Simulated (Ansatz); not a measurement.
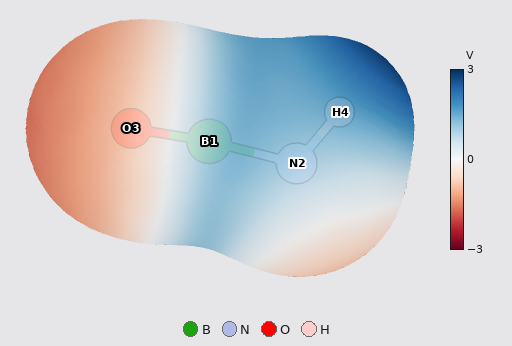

BHNO (SMILES [NH]B=O) (doublet). The electrostatic potential painted on the density surface at 0.002 e/bohr³, seen across its widest extent; the colour scale runs from red (negative) to blue (positive).

Geometry: PBE0-D3(BJ)/def2-SVP.

Theory: isolated molecule in a Gaussian basis; Kohn-Sham density functional theory, functional PBE0 in Ansatz 0.2.0.

Describe the electrostatic potential map.

Answer. The most negative region (about −1.6 V, or −37 kcal/mol for a unit charge) lies over O3, the most positive (about +2.8 V, or +65 kcal/mol for a unit charge) over H4. O3 is the likeliest acceptor of a hydrogen bond.

What dipole moment does the calculation give?

Answer. Its dipole moment is 2.99 D.
